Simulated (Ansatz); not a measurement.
# CH5BN2 (SMILES NC1BN1) at 6 levels

We compute a comparison of 6 runs (BHLYP/cc-pVDZ, BLYP/cc-pVDZ, r2SCAN/cc-pVDZ, revPBE/cc-pVDZ, wB97X/cc-pVDZ, RPA@PBE/cc-pVDZ) of CH5BN2. 

The results are computed with Ansatz 0.2.0.

74 further runs of the same task are left out: 74 set aside as unsound or not needed.

### 1 The system as given

CH5BN2 has 9 atoms, charge 0, and is taken as a singlet. As SMILES, `NC1BN1`. The N1–H6 distance was set to 1.313 Å, away from the relaxed value.

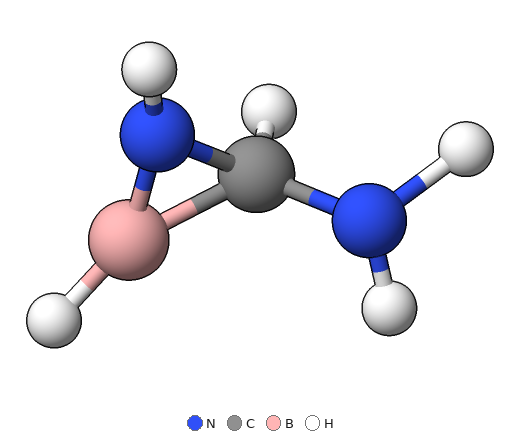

The structure, seen from a chosen angle (nitrogen blue, carbon grey, boron pink, hydrogen white).

### 2 The energy at BHLYP/cc-pVDZ (run 1)

Input file job.yaml:

```yaml
crystal:
  periodic: [false, false, false]
  atoms:
    - {symbol: "N", position_ang: [0.362742, 0.999938, -0.565059]}
    - {symbol: C, position_ang: [-0.144358, -0.271662, -0.146759]}
    - {symbol: B, position_ang: [0.811042, -1.388562, 0.378741]}
    - {symbol: "N", position_ang: [0.089342, -0.664362, 1.247041]}
    - {symbol: H, position_ang: [1.003842, 0.922938, -1.341459]}
    - {symbol: H, position_ang: [-0.589900, 1.842600, -0.892400]}
    - {symbol: H, position_ang: [-1.146558, -0.511662, -0.507159]}
    - {symbol: H, position_ang: [1.634042, -2.233462, 0.270241]}
    - {symbol: H, position_ang: [-0.172958, -0.297662, 2.143841]}
basis:
  gaussian: {orbitals: cc-pVDZ}
hamiltonian: {xc: {name: BHLYP}}
accuracy: high
output: {orbitals: {seedname: orbitals}}
```

Started as:

```sh
$ ansatz run job.yaml --threads 1 --pin off --max-ram 3480MiB --events-out events.jsonl --progress --plain --runs-dir runs
```

Output:

```text
Warning: RAYON_NUM_THREADS=1 ignored (pool sized by the plan → 1); use --threads N
Functional definition: BHLYP
  name "BHLYP"
  parameter a = 0.5
  exchange = (1 - a)*b88_x + a*exact_x
  correlation = lyp_c
1919 factors; integrals over basis functions are off by at most 3.1e-9 eV
mean field evaluation 1: about -4764.5279 eV, gradient 4.9e1 eV
mean field evaluation 2: about -4763.5923 eV, gradient 5.4e1 eV
mean field evaluation 4: about -4769.8549 eV, gradient 2.3e0 eV
mean field evaluation 8: about -4769.8650 eV, gradient 2.7e-2 eV
mean field evaluation 16: about -4769.8650 eV, gradient 9.3e-6 eV
mean field -4769.86499857 eV, -175.2893055668 hartree, gradient 4.3e-8 eV, S^2 0.000000; 0 other end points of the search recorded, 0 dependent functions left out
reference -4769.86502593 eV, -175.2893065724 hartree; 15, 15 occupied and 66, 66 virtual orbitals, 1919 factors
Total energy: -4769.86502593 eV, -175.2893065724 hartree
```

Wall time 4.5 s (1 thread of Arm Neoverse V2, shared host); peak memory 0.24 GiB.

### 3 The energy at BLYP/cc-pVDZ (run 2)

Input file job.yaml:

```yaml
crystal:
  periodic: [false, false, false]
  atoms:
    - symbol: N
      position_ang: [0.362742, 0.999938, -0.565059]
    - symbol: C
      position_ang: [-0.144358, -0.271662, -0.146759]
    - symbol: B
      position_ang: [0.811042, -1.388562, 0.378741]
    - symbol: "N"
      position_ang: [0.089342, -0.664362, 1.247041]
    - symbol: H
      position_ang: [1.003842, 0.922938, -1.341459]
    - symbol: H
      position_ang: [-0.589900, 1.842600, -0.892400]
    - symbol: H
      position_ang: [-1.146558, -0.511662, -0.507159]
    - symbol: H
      position_ang: [1.634042, -2.233462, 0.270241]
    - symbol: H
      position_ang: [-0.172958, -0.297662, 2.143841]
basis:
  gaussian:
    orbitals: cc-pVDZ
hamiltonian:
  xc: {name: BLYP}
accuracy: high
output: {orbitals: {seedname: orbitals}}
```

Started as:

```sh
$ ansatz run job.yaml --threads 1 --pin off --max-ram 3480MiB --events-out events.jsonl --progress --plain --runs-dir runs
```

Output:

```text
Warning: RAYON_NUM_THREADS=1 ignored (pool sized by the plan → 1); use --threads N
Functional definition: BLYP
  name "BLYP"
  parameter beta = 0.0042
  parameter a = 0.04918
  parameter b = 0.132
  parameter c = 0.2533
  parameter d = 0.349
  exchange = b88_x(beta = beta)
  correlation = lyp_c(a = a, b = b, c = c, d = d)
1919 factors; integrals over basis functions are off by at most 3.1e-9 eV
mean field evaluation 1: about -4758.7325 eV, gradient 7.3e1 eV
mean field evaluation 2: about -4714.7612 eV, gradient 1.5e2 eV
mean field evaluation 4: about -4770.1216 eV, gradient 1.8e1 eV
mean field evaluation 8: about -4770.8495 eV, gradient 2.4e-1 eV
mean field evaluation 16: about -4770.8497 eV, gradient 5.0e-6 eV
mean field -4770.84967311 eV, -175.3254916886 hartree, gradient 2.4e-8 eV, S^2 0.000000; 0 other end points of the search recorded, 0 dependent functions left out
reference -4770.84972875 eV, -175.3254937336 hartree; 15, 15 occupied and 66, 66 virtual orbitals, 1919 factors
Total energy: -4770.84972875 eV, -175.3254937336 hartree
```

Run time: 4.2 s. Hardware: 1 thread of Arm Neoverse V2, shared host; peak memory 0.2 GiB.

### 4 The energy at r2SCAN/cc-pVDZ (run 3)

Input file input.yaml:

```yaml
crystal:
  periodic: [false, false, false]
  atoms:
    - {symbol: N, position_ang: [0.362742, 0.999938, -0.565059]}
    - {symbol: C, position_ang: [-0.144358, -0.271662, -0.146759]}
    - {symbol: B, position_ang: [0.811042, -1.388562, 0.378741]}
    - {symbol: N, position_ang: [0.089342, -0.664362, 1.247041]}
    - {symbol: H, position_ang: [1.003842, 0.922938, -1.341459]}
    - {symbol: H, position_ang: [-0.589900, 1.842600, -0.892400]}
    - {symbol: H, position_ang: [-1.146558, -0.511662, -0.507159]}
    - {symbol: H, position_ang: [1.634042, -2.233462, 0.270241]}
    - {symbol: H, position_ang: [-0.172958, -0.297662, 2.143841]}
basis:
  gaussian:
    orbitals: cc-pVDZ
hamiltonian:
  xc: {name: r2SCAN}
accuracy: high
output:
  orbitals: {seedname: orbitals}
```

Started as:

```sh
$ ansatz run input.yaml --threads 1 --pin off --max-ram 3480MiB --events-out events.jsonl --progress --plain --runs-dir runs
```

Output:

```text
Warning: RAYON_NUM_THREADS=1 ignored (pool sized by the plan → 1); use --threads N
Functional definition: r2SCAN
  name "r2SCAN"
  parameter k0 = 0.174
  parameter k1 = 0.065
  parameter a1 = 4.9479
  exchange = r2scan_x(k0 = k0, k1 = k1, a1 = a1)
  correlation = r2scan_c
1919 factors; integrals over basis functions are off by at most 3.1e-9 eV
mean field evaluation 1: about -4761.1805 eV, gradient 6.2e1 eV
mean field evaluation 2: about -4741.2104 eV, gradient 1.1e2 eV
mean field evaluation 4: about -4769.8774 eV, gradient 9.0e0 eV
mean field evaluation 8: about -4770.0626 eV, gradient 1.4e-1 eV
mean field evaluation 16: about -4770.0626 eV, gradient 1.1e-6 eV
mean field -4770.06263969 eV, -175.2965687441 hartree, gradient 1.8e-8 eV, S^2 0.000000; 0 other end points of the search recorded, 0 dependent functions left out
reference -4770.06264046 eV, -175.2965687722 hartree; 15, 15 occupied and 66, 66 virtual orbitals, 1919 factors
Total energy: -4770.06264046 eV, -175.2965687722 hartree
```

Wall time 7.5 s (1 thread of Arm Neoverse V2, shared host); peak memory 0.25 GiB.

Runs 4 to 5 aren't shown in full; the table further down has their settings and results.

### 5 The energy at RPA@PBE/cc-pVDZ (run 6)

Input file molecule.yaml:

```yaml
crystal:
  periodic: [false, false, false]
  atoms:
    - {symbol: N, position_ang: [0.362742, 0.999938, -0.565059]}
    - {symbol: C, position_ang: [-0.144358, -0.271662, -0.146759]}
    - {symbol: B, position_ang: [0.811042, -1.388562, 0.378741]}
    - {symbol: "N", position_ang: [0.089342, -0.664362, 1.247041]}
    - {symbol: H, position_ang: [1.003842, 0.922938, -1.341459]}
    - {symbol: H, position_ang: [-0.589900, 1.842600, -0.892400]}
    - {symbol: H, position_ang: [-1.146558, -0.511662, -0.507159]}
    - {symbol: H, position_ang: [1.634042, -2.233462, 0.270241]}
    - {symbol: H, position_ang: [-0.172958, -0.297662, 2.143841]}
basis:
  gaussian: {orbitals: cc-pVDZ}
hamiltonian: {xc: pbe}
correlation: {method: rpa, frozen_orbitals: {B: 1, C: 1, H: 0, "N": 1}}
accuracy: high
```

Started as:

```sh
$ ansatz run molecule.yaml --threads 1 --pin off --max-ram 3480MiB --events-out events.jsonl --progress --plain --runs-dir runs
```

Output:

```text
Warning: RAYON_NUM_THREADS=1 ignored (pool sized by the plan → 1); use --threads N
Functional definition: PBE
  name "PBE"
  parameter kappa = 0.804
  parameter beta = 0.06672455060314922
  exchange = pbe_x(kappa = kappa, mu = beta*pi^2/3)
  correlation = pbe_c(beta = beta)
1919 factors; integrals over basis functions are off by at most 3.1e-9 eV
mean field evaluation 1: about -4755.9556 eV, gradient 6.8e1 eV
mean field evaluation 2: about -4755.9480 eV, gradient 6.8e1 eV
mean field evaluation 4: about -4765.6780 eV, gradient 2.0e1 eV
mean field evaluation 8: about -4766.7679 eV, gradient 2.2e-1 eV
mean field evaluation 16: about -4766.7675 eV, gradient 1.1e-5 eV
mean field -4766.76754040 eV, -175.1754760786 hartree, gradient 3.2e-8 eV, S^2 0.000000; 1 other end points of the search recorded, 0 dependent functions left out
4 core orbitals not correlated: weight in the atoms' cores, before any rotation towards them, 1.000 or more for the frozen orbitals, at most 0.000 for the correlated occupied ones
reference -4741.63069457 eV, -174.2517140328 hartree; 11, 11 occupied and 66, 66 virtual orbitals, 1919 factors
Total energy: -4766.12818358 eV, -175.1519801488 hartree
```

It took 9.3 s on 1 thread of Arm Neoverse V2, shared host; peak memory 0.29 GiB.

### 6 All runs side by side

| run | level | frozen core orbitals | energy (Eh) | HOMO energy (eV) | LUMO energy (eV) | HOMO–LUMO gap (eV) | wall time |
| --- | --- | --- | --- | --- | --- | --- | --- |
| 1 | BHLYP/cc-pVDZ | – | -175.289307 | -7.90 | 1.34 | 9.25 | 4.5 s |
| 2 | BLYP/cc-pVDZ | – | -175.325494 | -4.86 | -0.60 | 4.26 | 4.2 s |
| 3 | r2SCAN/cc-pVDZ | – | -175.296569 | -5.32 | -0.37 | 4.95 | 7.5 s |
| 4 | revPBE/cc-pVDZ | – | -175.353680 | -4.97 | -0.63 | 4.34 | 4.2 s |
| 5 | wB97X/cc-pVDZ | – | -175.352987 | -8.97 | 2.60 | 11.57 | 17 s |
| 6 | RPA@PBE/cc-pVDZ | 4 | -175.151980 | – | – | – | 9.3 s |

### 7 What came out

| quantity | value |
| --- | --- |
| run 6: total energy | -175.15198 Eh |
| run 6: RPA correlation energy (valence) | -900.3 mEh |

What this shows: Over runs 1, 2, 3, 4, 5 the HOMO–LUMO gap runs from 4.26 eV (BLYP/cc-pVDZ) to 11.57 eV (wB97X/cc-pVDZ). Totals of different functionals can't be ranked against each other. All runs together took 46 s, the longest 17 s.
